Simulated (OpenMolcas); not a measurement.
Multiconfigurational calculation for Mo³⁺ complex (part 2 of 2)

Continued. System: Mo³⁺ with 6 ligands (F; octahedron, 2.062 Å), embedded in Cs2NaYF6 by model potentials and point charges, whose field is part of the energies. Method: state-averaged CASSCF, active space 3 electrons in the shell 4d, basis ANO-RCC-VTZP on the metal and ANO-RCC-VDZP on the ligands, DKH2 scalar Hamiltonian, spin-orbit coupling by RASSI with atomic mean-field integrals (OpenMolcas).

Log (extracts), continued:
```
--- RASSI ---
SPIN-FREE ENERGIES:
  (Shifted by EMIN (a.u.) =      -4644.2811974459)

 SF State       Relative EMIN(au)   Rel lowest level(eV)    D:o, cm**(-1)

     1             0.0000000000        0.0000000000              0.0000
    11             0.0664383907        1.8078807099          14581.5413
    12             0.0664383907        1.8078807099          14581.5413
    13             0.0685084339        1.8642094566          15035.8633
    14             0.0685084339        1.8642094566          15035.8633
    15             0.0685084339        1.8642094566          15035.8633
    16             0.1022910151        2.7834803217          22450.2828
    17             0.1022910151        2.7834803217          22450.2828
    18             0.1022910151        2.7834803217          22450.2828
     2             0.1095649937        2.9814153638          24046.7366
     3             0.1095649937        2.9814153638          24046.7366
     4             0.1095649937        2.9814153638          24046.7366
     5             0.1453014274        3.9538532639          31889.9772
     6             0.1453014274        3.9538532639          31889.9772
     7             0.1453014274        3.9538532639          31889.9772
    19             0.1630608436        4.4371115975          35787.7185
    20             0.1740068357        4.7349672145          38190.0861
    21             0.1740068357        4.7349672145          38190.0861
    22             0.1740068357        4.7349672145          38190.0861
    23             0.1757580835        4.7826210964          38574.4406
    24             0.1757580835        4.7826210964          38574.4406
    25             0.1757580835        4.7826210964          38574.4406
    26             0.1830023989        4.9797489596          40164.3840
    27             0.1830023989        4.9797489596          40164.3840
    28             0.1999465527        5.4408228735          43883.1959
    29             0.1999465527        5.4408228735          43883.1959
    30             0.1999465527        5.4408228735          43883.1959
    31             0.2224101194        6.0520876651          48813.3790
    32             0.2224101194        6.0520876651          48813.3790
    33             0.2224101194        6.0520876651          48813.3790
    34             0.2291651635        6.2359017777          50295.9398
     8             0.2340379938        6.3684982442          51365.4024
     9             0.2340379938        6.3684982442          51365.4024
    10             0.2340379938        6.3684982442          51365.4024
    35             0.2742693033        7.4632479479          60195.1542
    36             0.2742693033        7.4632479479          60195.1542
    37             0.2826025419        7.6900069210          62024.0887
    38             0.2826025419        7.6900069210          62024.0887
    39             0.2826025419        7.6900069210          62024.0887
    40             0.2898479307        7.8871639938          63614.2677
Eigenvalues of complex Hamiltonian:
   -----------------------------------
  (Shifted by EMIN (a.u.) =      -4644.2811974459)

 SO State       Relative EMIN(au)   Rel lowest level(eV)    D:o, cm**(-1)

     1            -0.0003925459        0.0000000000              0.0000
     2            -0.0003925459        0.0000000000              0.0000
     3            -0.0003925459        0.0000000000              0.0000
     4            -0.0003925459        0.0000000000              0.0000
     5             0.0656992430        1.7984491968          14505.4710
     6             0.0656992430        1.7984491968          14505.4710
     7             0.0656992430        1.7984491968          14505.4710
     8             0.0656992430        1.7984491968          14505.4710
     9             0.0676082642        1.8503963113          14924.4528
    10             0.0676082642        1.8503963113          14924.4528
    11             0.0676082643        1.8503963114          14924.4528
    12             0.0676082643        1.8503963114          14924.4528
    13             0.0685803680        1.8768486008          15137.8049
    14             0.0685803680        1.8768486008          15137.8049
    15             0.1013169247        2.7676556895          22322.6486
    16             0.1013169247        2.7676556895          22322.6486
    17             0.1013169246        2.7676556893          22322.6486
    18             0.1013169246        2.7676556893          22322.6486
    19             0.1027197249        2.8058278274          22630.5276
    20             0.1027197249        2.8058278274          22630.5276
    21             0.1083908079        2.9601458579          23875.1865
    22             0.1083908079        2.9601458579          23875.1865
    23             0.1094597263        2.9892326091          24109.7869
    24             0.1094597263        2.9892326093          24109.7869
    25             0.1094597263        2.9892326091          24109.7869
    26             0.1094597263        2.9892326092          24109.7869
    27             0.1103220708        3.0126981988          24299.0497
    28             0.1103220707        3.0126981980          24299.0497
    29             0.1103220708        3.0126981988          24299.0497
    30             0.1103220707        3.0126981980          24299.0497
    31             0.1103974871        3.0147503816          24315.6017
    32             0.1103974871        3.0147503816          24315.6017
    33             0.1449191343        3.9541322574          31892.2275
    34             0.1449191343        3.9541322574          31892.2275
    35             0.1453999847        3.9672168628          31997.7619
    36             0.1453999847        3.9672168628          31997.7619
    37             0.1454063297        3.9673895186          31999.1545
    38             0.1454063297        3.9673895193          31999.1545
    39             0.1454063297        3.9673895193          31999.1545
    40             0.1454063297        3.9673895186          31999.1545
    41             0.1454884249        3.9696234449          32017.1723
Weights of the five most important spin-orbit-free states for each spin-orbit state.

 SO State  Total energy (au)           Spin-free states, spin, and weights
 -------------------------------------------------------------------------------------------------------
    1        -0.000393       1 1.5  0.9965    4 1.5  0.0009   18 0.5  0.0006    3 1.5  0.0006   17 0.5  0.0005
    2        -0.000393       1 1.5  0.9965    2 1.5  0.0008   16 0.5  0.0006    3 1.5  0.0005   17 0.5  0.0004
    3        -0.000393       1 1.5  0.9965    2 1.5  0.0008    3 1.5  0.0007   17 0.5  0.0006   16 0.5  0.0004
    4        -0.000393       1 1.5  0.9965    4 1.5  0.0008   18 0.5  0.0005    3 1.5  0.0005   16 0.5  0.0005
    5         0.065699      12 0.5  0.6470   11 0.5  0.3278   13 0.5  0.0073    4 1.5  0.0050   15 0.5  0.0034
    6         0.065699      12 0.5  0.6471   11 0.5  0.3277   13 0.5  0.0073    4 1.5  0.0050   15 0.5  0.0034
    7         0.065699      11 0.5  0.6470   12 0.5  0.3278   14 0.5  0.0065   15 0.5  0.0048    2 1.5  0.0048
    8         0.065699      11 0.5  0.6471   12 0.5  0.3277   14 0.5  0.0065   15 0.5  0.0048    2 1.5  0.0048
    9         0.067608      15 0.5  0.5336   14 0.5  0.4327   11 0.5  0.0097   13 0.5  0.0074   18 0.5  0.0062
   10         0.067608      15 0.5  0.5337   14 0.5  0.4325   11 0.5  0.0097   13 0.5  0.0075   18 0.5  0.0062
   11         0.067608      13 0.5  0.6417   14 0.5  0.2165   15 0.5  0.1155   12 0.5  0.0097   16 0.5  0.0049
   12         0.067608      13 0.5  0.6416   14 0.5  0.2166   15 0.5  0.1154   12 0.5  0.0097   16 0.5  0.0049
```

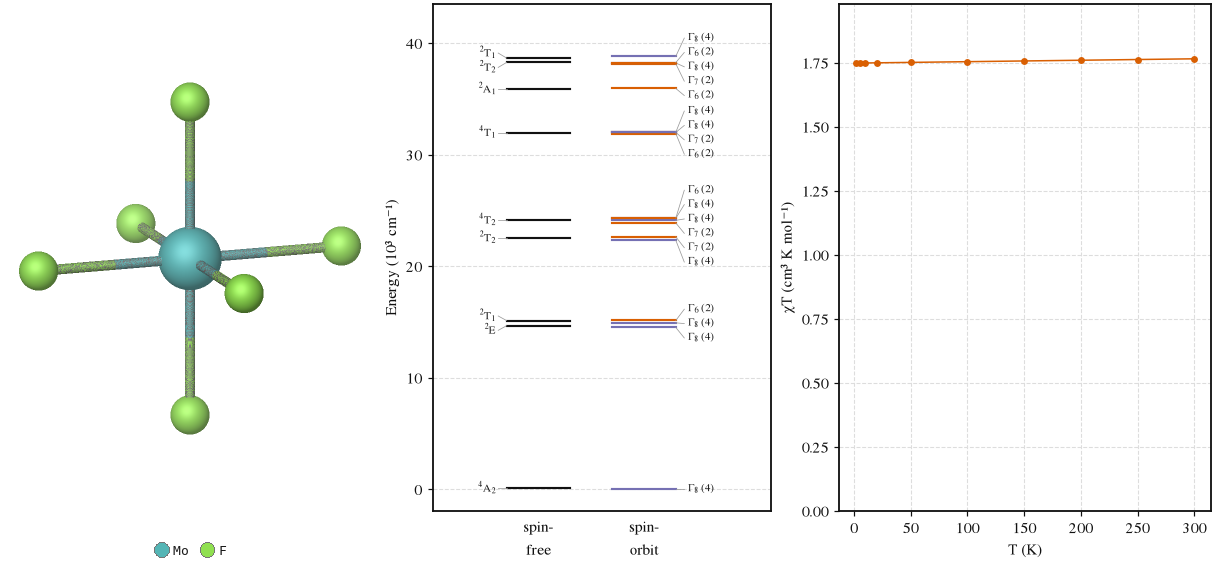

**Figure 2.** Mo³⁺ (4d³) as a dopant in Cs₂NaYF₆, a cluster with its 6 nearest F⁻ at 2.062 Å (octahedron) embedded in model potentials and point charges; the geometry was set, not optimised, and its levels and susceptibility. Labels give the representation in O, Td, D4 or D3 as the site allows (double group for half-integer spin) where it could be assigned and, in brackets, the degeneracy; spin-free states, where drawn, share the zero of the spin-orbit levels. Powder susceptibility by Van Vleck's formula. The ground level is Γ₈, 4-fold degenerate, 100 % from states of spin multiplicity 4. The next level lies at 14,500 cm⁻¹ (Γ₈). The lowest spin-free state is ⁴A₂; of the same spin there follow at 24,000 cm⁻¹ (⁴T₂) and 31,900 cm⁻¹ (⁴T₁) above it. A ligand-field fit to the spin-free states gives |10Dq| = 23,900 cm⁻¹, B = 736 and C = 2,920 cm⁻¹ (rms misfit 60 cm⁻¹). χT is 1.75 cm³ K mol⁻¹ at 2 K and 1.77 at 300 K, an effective moment of 3.76 μB. The active orbitals hold 84 to 93 % metal character (Löwdin), and the Mulliken charge of the metal is +2.29.

Outcome of the run: converged.
